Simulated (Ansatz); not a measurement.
Consider BaTiO₃ in the cubic perovskite structure (space group Pm-3m, No. 221; a = 3.970 Å).

One thing is altered: a hydrostatic pressure of 0.3 GPa.

Computed with Ansatz (an electronic-structure program) PBEsol, no SOC.

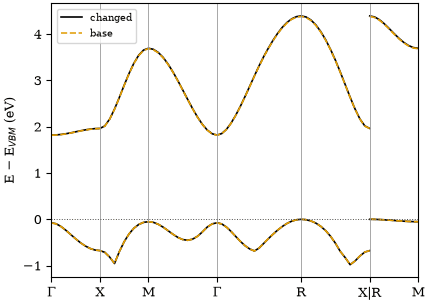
Figure. Highest valence and lowest conduction band along the path, each from its own valence-band maximum

### Question
From the figure, how large is the changed gap, and is it direct?

### Answer
About 1.8 eV, indirect, R → Γ.

Load acts through the strain it causes; cell and atoms are relaxed under it. Whether these cells are dynamically stable was not tested. All final runs are without spin polarisation. Many cubic perovskites are stable only at high temperature; tilts and polar distortions were not tested. This is not the structure that BaTiO3 has at room temperature and ambient pressure.
